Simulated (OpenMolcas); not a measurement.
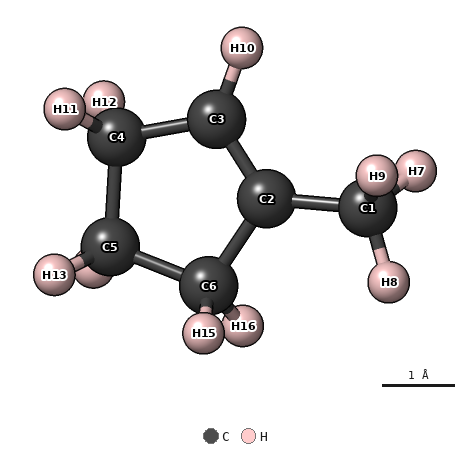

Fig. 1: The input geometry (ball-and-stick view, seen at a tilt; atoms are numbered from 1 in the order of the input). Bond lengths as drawn: C–C 1.32 to 1.54 Å and C–H 1.08 to 1.09 Å.

Single-point calculation of C6H10

The run: single-point calculation of C6H10 (1-methylcyclopentene). Method and program: HF/ANO-RCC-MB, RHF, DKH2 (OpenMolcas 26.06).

The geometry comes from this level: GFN2-xTB.

**Log**
```
--- Start Module: gateway ---

                                              &GATEWAY

                       available to each process: 1.9 GB of memory, 1 thread

++    Symmetry information:
      ---------------------

                    Character Table for C1

                             E
                    a        1  x, y, xy, Rz, z, xz, Ry, yz, Rx, I
--

++    Basis set information:
      ----------------------

      Basis set label: C.ANO-RCC...2S1P.

      Electronic valence basis set:
      ------------------
      Associated Effective Charge   6.000000 au
      Associated Actual Charge      6.000000 au
      Nuclear Model: Point charge

      Shell  nPrim  nBasis  Cartesian Spherical Contaminant
         s      14       2        X
         p       9       1        X

      Basis set label: H.ANO-RCC...1S.

      Electronic valence basis set:
      ------------------
      Associated Effective Charge   1.000000 au
      Associated Actual Charge      1.000000 au
      Nuclear Model: Point charge

      Shell  nPrim  nBasis  Cartesian Spherical Contaminant
         s       8       1        X
--

++    Molecular structure info:
      -------------------------

                    ************************************************
                    **** Cartesian Coordinates / bohr, angstrom ****
                    ************************************************

     Center  Label                x              y              z                     x              y              z
        1      C1              -0.367249       0.116124       4.181794             -0.194340       0.061450       2.212910
        2      C2               0.071810       0.007181       1.392955              0.038000       0.003800       0.737120
        3      C3               2.238872      -0.378720       0.203221              1.184760      -0.200410       0.107540
        4      C4               1.976181      -0.371898      -2.613869              1.045750      -0.196800      -1.383200
        5      C5              -0.862093       0.107147      -3.068499             -0.456200       0.056700      -1.623780
        6      C6              -2.078189       0.351716      -0.435431             -1.099730       0.186120      -0.230420
        7      H7               0.147247      -1.669649       5.067792              0.077920      -0.883540       2.681760
        8      H8              -2.343903       0.500910       4.589861             -1.240340       0.265070       2.428850
        9      H9               0.779455       1.594154       5.040485              0.412470       0.843590       2.667310
       10      H10              4.047037      -0.676257       1.089276              2.141600      -0.357860       0.576420
       11      H11              3.149984       1.101767      -3.459578              1.666900       0.583030      -1.830730
       12      H12              2.589548      -2.174357      -3.414471              1.370330      -1.150620      -1.806860
       13      H13             -1.145798       1.825457      -4.165996             -0.606330       0.965990      -2.204550
       14      H14             -1.704779      -1.448286      -4.120491             -0.902130      -0.766400      -2.180470
       15      H15             -2.967078       2.196296      -0.165578             -1.570110       1.162230      -0.087620
       16      H16             -3.531048      -1.081566      -0.121490             -1.868550      -0.572340      -0.064290

                    *************************************************
                    **** InterNuclear Distances / bohr, angstrom ****
                    *************************************************

     Atom centers         bohr        angstrom
   10 H10       3 C3      2.035457        1.077117
    8 H8        1 C1      2.054687        1.087294
   14 H14       5 C5      2.058198        1.089151
    9 H9        1 C1      2.058363        1.089239
   13 H13       5 C5      2.058536        1.089331
    7 H7        1 C1      2.058806        1.089473
   16 H16       6 C6      2.064862        1.092678
   11 H11       4 C4      2.065122        1.092815
   15 H15       6 C6      2.065290        1.092904
   12 H12       4 C4      2.065439        1.092983
    3 C3        2 C2      2.502108        1.324059
    2 C2        1 C1      2.825290        1.495079
    4 C4        3 C3      2.829320        1.497212
    6 C6        2 C2      2.843271        1.504594
    6 C6        5 C5      2.910628        1.540238
    5 C5        4 C4      2.914099        1.542075
   14 H14      13 H13     3.321434        1.757627
   12 H12      11 H11     3.324020        1.758996
    9 H9        7 H7      3.324581        1.759293
   16 H16      15 H15     3.326317        1.760211
    8 H8        7 H7      3.338498        1.766657
    9 H9        8 H8      3.339702        1.767294
    8 H8        2 C2      4.037282        2.136438
    7 H7        2 C2      4.040034        2.137894
    9 H9        2 C2      4.040263        2.138015
   10 H10       2 C2      4.044965        2.140504
   12 H12       3 C3      4.054008        2.145288
   11 H11       3 C3      4.054389        2.145490
   15 H15       2 C2      4.056610        2.146666
   16 H16       2 C2      4.057030        2.146888
   13 H13       6 C6      4.118055        2.179181
   14 H14       6 C6      4.118144        2.179228
   14 H14       4 C4      4.120435        2.180440
   13 H13       4 C4      4.121191        2.180840
   16 H16       5 C5      4.149846        2.196004
   15 H15       5 C5      4.149995        2.196083
   12 H12       5 C5      4.151962        2.197124
   11 H11       5 C5      4.151985        2.197136
   10 H10       4 C4      4.253747        2.250986
   15 H15      13 H13     4.411114        2.334261
   16 H16      14 H14     4.411547        2.334490
   14 H14      12 H12     4.412130        2.334798
   13 H13      11 H11     4.413218        2.335375
    6 C6        3 C3      4.424751        2.341478
    4 C4        2 C2      4.452524        2.356174
    5 C5        3 C3      4.533895        2.399234
    5 C5        2 C2      4.559248        2.412650
    6 C6        4 C4      4.659090        2.465485
    3 C3        1 C1      4.781818        2.530429
    6 C6        1 C1      4.929663        2.608665
   12 H12      10 H10     4.965109        2.627423
   11 H11      10 H10     4.965697        2.627734
    8 H8        6 C6      5.034523        2.664155
   15 H15       8 H8      5.086933        2.691889
   16 H16       8 H8      5.109831        2.704006
    9 H9        3 C3      5.424136        2.870329
   10 H10       1 C1      5.447703        2.882800
    7 H7        3 C3      5.450270        2.884158
   16 H16       1 C1      5.473786        2.896603
   15 H15       1 C1      5.475935        2.897740
   16 H16      13 H13     5.522519        2.922391
   14 H14      11 H11     5.523432        2.922874
   13 H13      12 H12     5.524138        2.923248
   15 H15      14 H14     5.524285        2.923326
   10 H10       9 H9      5.607488        2.967355
   10 H10       7 H7      5.658956        2.994590
--

            Nuclear Potential Energy            234.18542700 au

--- Stop Module: gateway /rc=_RC_ALL_IS_WELL_ ---

--- Start Module: seward ---

                                              &SEWARD

                       available to each process: 1.9 GB of memory, 1 thread

               SEWARD will generate:
                  Multipole Moment integrals up to order  2
                  Kinetic Energy integrals
                  Nuclear Attraction integrals (point charge)
                  One-Electron Hamiltonian integrals
                  Velocity integrals
                  Relativistic Douglas-Kroll-Hess integrals:
                    - Parametrization         : EXP
                    - DKH order of Hamiltonian: 2
                    - DKH order of Properties : 0
                         - multipole moment operators
                         - electric potential operators
                         - contact operators
                  Orbital angular momentum around (  0.1312  -0.0226  -0.0455 )
                  Velocity quadrupole around (  0.1312  -0.0226  -0.0455 )
                  Atomic mean-field integrals
                  Two-Electron Repulsion integrals

                   Integrals are discarded if absolute value <: 1.00E-14
                   Integral cutoff threshold is set to       <: 1.00E-16

            Nuclear Potential Energy            234.18542700 au

      Basis set specifications :
      Symmetry species         a
      Basis functions           40

--- Stop Module: seward /rc=_RC_ALL_IS_WELL_ ---
--- Module seward spent 5 seconds ---

--- Start Module: scf ---

                                                &SCF

                       available to each process: 1.9 GB of memory, 1 thread

++    Input section:
      --------------

      Header of the integral files:

      Cartesian coordinates in angstrom:
      -----------------------------------------------------
      No.  Label        X            Y            Z
      -----------------------------------------------------
       1   C1        -0.19434000   0.06145000   2.21291000
       2   C2         0.03800000   0.00380000   0.73712000
       3   C3         1.18476000  -0.20041000   0.10754000
       4   C4         1.04575000  -0.19680000  -1.38320000
       5   C5        -0.45620000   0.05670000  -1.62378000
       6   C6        -1.09973000   0.18612000  -0.23042000
       7   H7         0.07792000  -0.88354000   2.68176000
       8   H8        -1.24034000   0.26507000   2.42885000
       9   H9         0.41247000   0.84359000   2.66731000
      10   H10        2.14160000  -0.35786000   0.57642000
      11   H11        1.66690000   0.58303000  -1.83073000
      12   H12        1.37033000  -1.15062000  -1.80686000
      13   H13       -0.60633000   0.96599000  -2.20455000
      14   H14       -0.90213000  -0.76640000  -2.18047000
      15   H15       -1.57011000   1.16223000  -0.08762000
      16   H16       -1.86855000  -0.57234000  -0.06429000
      -----------------------------------------------------
      Nuclear repulsion energy =  234.18542700
--

++    Orbital specifications:
      -----------------------

      Symmetry species               1
                                     a
      Frozen orbitals                0
      Occupied orbitals             23
      Secondary orbitals            17
      Deleted orbitals               0
      Total number of orbitals      40
      Number of basis functions     40
--

      Molecular charge                           0.000

++    Optimization specifications:
      ----------------------------

      SCF Algorithm: Conventional
      Minimized density differences are used
      Number of density matrices in core                 5
      Maximum number of NDDO SCF iterations            400
      Maximum number of HF SCF iterations              400
      Threshold for SCF energy change             1.00E-09
      Threshold for density matrix                1.00E-04
      Threshold for Fock matrix                   1.50E-04
      Threshold for linear dependence             1.00E-09
      Threshold at which DIIS is turned on        1.50E-01
      Maximum depth in the DIIS procedure                5
      Maximum depth in the BFGS Hessian update          30
      Threshold at which QNR/C2DIIS is turned on  7.50E-02
      Threshold for Norm(delta) (QNR/C2DIIS)      1.00E-03
      All orbitals punched on: SCFORB
--

      Input vectors read from INPORB
      Orbital file label: *Guess orbitals

++ Convergence information
                                   SCF        iterations: Energy and convergence statistics

Iter     Tot. SCF        One-elec.       Two-elec.     Energy      Max Dij or  Max Fij      DNorm      TNorm      AccCon     Time
         Energy          Energy          Energy        Change      Delta Norm                                                in Sec.
   1  -232.713666466  -770.961114003   304.062020535   0.00E+00    1.10E-01*   9.54E-02*    8.72E+00   9.19E+01   None         0.
   2  -232.831980865  -774.744880097   307.727472229  -1.18E-01*   4.56E-02*   1.78E-02*    1.04E+00   9.24E+01   EDIIS        0.
   3  -232.838307012  -774.150551271   307.126817257  -6.33E-03*   2.52E-02*   7.68E-03*    2.81E-01   9.23E+01   c2DIIS       0.
   4  -232.838915787  -774.292654551   307.268311762  -6.09E-04*   8.24E-03*   3.15E-03*    6.69E-02   9.24E+01   QNRc2DIIS    0.
   5  -232.838999804  -774.260400193   307.235973386  -8.40E-05*   3.01E-03*   2.11E-03*    1.61E-02   9.24E+01   QNRc2DIIS    0.
   6  -232.839025016  -774.269636894   307.245184876  -2.52E-05*   7.33E-04    2.42E-04*    2.48E-03   9.24E+01   QNRc2DIIS    0.
   7  -232.839025773  -774.271812691   307.247359915  -7.58E-07*   2.10E-04    4.96E-05     8.11E-04   9.24E+01   QNRc2DIIS    0.
   8  -232.839025828  -774.271273739   307.246820908  -5.48E-08*   7.58E-05    1.38E-05     1.92E-04   9.24E+01   QNRc2DIIS    0.
   9  -232.839025835  -774.271441488   307.246988650  -6.53E-09*   6.97E-06    1.70E-06     4.24E-05   9.24E+01   QNRc2DIIS    0.
  10  -232.839025835  -774.271441197   307.246988359  -1.10E-10    2.37E-06    4.45E-07     9.31E-05   9.24E+01   QNRc2DIIS    0.

       Convergence after  10 Iterations
--

 *****************************************************************************************************************************
 *                                             SCF/KS-DFT Program, Final results                                             *
 *                                                       Final Results                                                       *
 *****************************************************************************************************************************

::    Total SCF energy                               -232.8390258348
      One-electron energy                            -774.2714411968
      Two-electron energy                             307.2469883595
      Nuclear repulsion energy                        234.1854270025
      Kinetic energy (interpolated)                   232.0859342505
      Virial theorem                                    1.0032448825
      Total spin, S(S+1)                                0.0000000000
      Total spin, S                                     0.0000000000
      Max non-diagonal density matrix element           0.0000013228
      Max non-diagonal Fock matrix element              0.0000002117

      No orbitals printed

++    Molecular charges:
      ------------------

      Mulliken charges per centre
      ---------------------------

                C1      C2      C3      C4      C5      C6      H7      H8      H9      H10     H11     H12
      Total    6.5021  5.9795  6.1737  6.3071  6.2907  6.3059  0.8289  0.8359  0.8289  0.8565  0.8476  0.8476

      N-E     -0.5021  0.0205 -0.1737 -0.3071 -0.2907 -0.3059  0.1711  0.1641  0.1711  0.1435  0.1524  0.1524

                H13     H14     H15     H16
      Total    0.8494  0.8494  0.8485  0.8485

      N-E      0.1506  0.1506  0.1515  0.1515

      Total electronic charge=   46.000000

      Total            charge=   -0.000000
--

++    Static properties:
      ------------------

      LoProp Charges per center

                   C1       C2       C3       C4       C5       C6       H7       H8       H9       H10
      Nuclear      6.0000   6.0000   6.0000   6.0000   6.0000   6.0000   1.0000   1.0000   1.0000   1.0000
      Electronic  -6.3325  -5.9750  -6.1340  -6.1913  -6.1835  -6.1956  -0.8848  -0.8906  -0.8848  -0.9086

      Total       -0.3325   0.0250  -0.1340  -0.1913  -0.1835  -0.1956   0.1152   0.1094   0.1152   0.0914

                   H11      H12      H13      H14      H15      H16
      Nuclear      1.0000   1.0000   1.0000   1.0000   1.0000   1.0000
      Electronic  -0.9028  -0.9028  -0.9038  -0.9038  -0.9030  -0.9030

      Total        0.0972   0.0972   0.0962   0.0962   0.0970   0.0970
--

++    Natural Bond Order analysis
      ---------------------------
      Based on LoProp computed density
      -------------------------------------------------------------------------------------
      Atom A       Atom B       Bond Order
      -------------------------------------------------------------------------------------
      NBO located      0.995 non-bonded electrons on atom C1
      NBO located      0.996 non-bonded electrons on atom C2
      NBO located      0.995 non-bonded electrons on atom C3
      NBO located      0.996 non-bonded electrons on atom C4
      NBO located      0.996 non-bonded electrons on atom C5
      NBO located      0.996 non-bonded electrons on atom C6
      The remaining   22.262 electrons are to be considered as diffuse
--

++    Molecular properties:
      ---------------------

      Charge (e):
                      =   -0.0000
      Dipole Moment (debye):
      Origin of the operator (angstrom)=    0.0694   -0.0119   -0.0241
                   X= -2.3435E-01               Y=  3.9088E-02               Z=  1.4580E-01           Total=  2.7876E-01
      Quadrupole Moment (debye*angstrom):
      Origin of the operator (angstrom)=    0.0694   -0.0119   -0.0241
                  XX= -4.3366E+01              XY= -6.6456E-02              XZ= -9.7024E-02              YY= -4.3734E+01
                  YZ=  1.4479E-02              ZZ= -4.3468E+01
      In traceless form (debye*angstrom)
                  XX=  2.3538E-01              XY= -9.9684E-02              XZ= -1.4554E-01              YY= -3.1712E-01
                  YZ=  2.1718E-02              ZZ=  8.1738E-02
--

--- Stop Module: scf /rc=_RC_ALL_IS_WELL_ ---

.##################.
.# Happy landing! #.
.##################.

    Timing: Wall=7.10 User=6.07 System=0.99
```

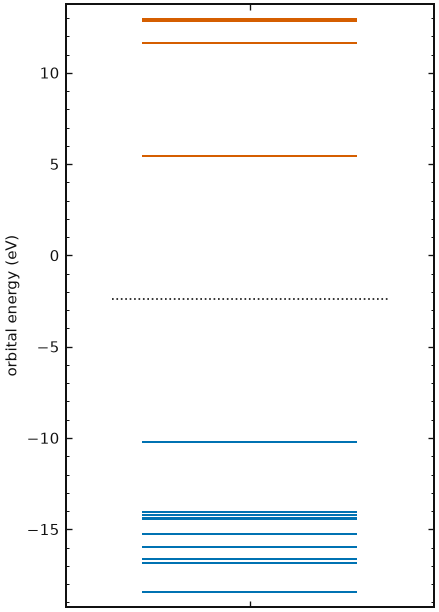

Fig. 2: Orbital energies near the frontier; the dotted line parts filled from empty levels, and levels within 0.02 eV of each other stand side by side. Highest filled −10.24 eV, lowest empty 5.42 eV, 15.66 eV apart.

The run was set up as follows.

**Input file**
```
&GATEWAY
  Coord
  16
  angstrom
  C       -0.194340       0.061450       2.212910
  C        0.038000       0.003800       0.737120
  C        1.184760      -0.200410       0.107540
  C        1.045750      -0.196800      -1.383200
  C       -0.456200       0.056700      -1.623780
  C       -1.099730       0.186120      -0.230420
  H        0.077920      -0.883540       2.681760
  H       -1.240340       0.265070       2.428850
  H        0.412470       0.843590       2.667310
  H        2.141600      -0.357860       0.576420
  H        1.666900       0.583030      -1.830730
  H        1.370330      -1.150620      -1.806860
  H       -0.606330       0.965990      -2.204550
  H       -0.902130      -0.766400      -2.180470
  H       -1.570110       1.162230      -0.087620
  H       -1.868550      -0.572340      -0.064290
  Basis=ANO-RCC-MB
  Group=NoSym

&SEWARD

&SCF
  PrOrbitals=0
```

Run as:
```bash
export MOLCAS_MEM=1860
pymolcas step1.inp > step1.log
```

**Key numbers**

- outcome: converged
- total energy: −232.839026 hartree
- basis functions: 40
- HOMO: −10.24 eV
- LUMO: 5.42 eV
- dipole moment: 0.28 debye
- hardware: 1 thread of AMD EPYC (Zen 3), 16 GiB of memory available, shared host
- wall time: 7.5 s
- peak memory: 0.39 GiB
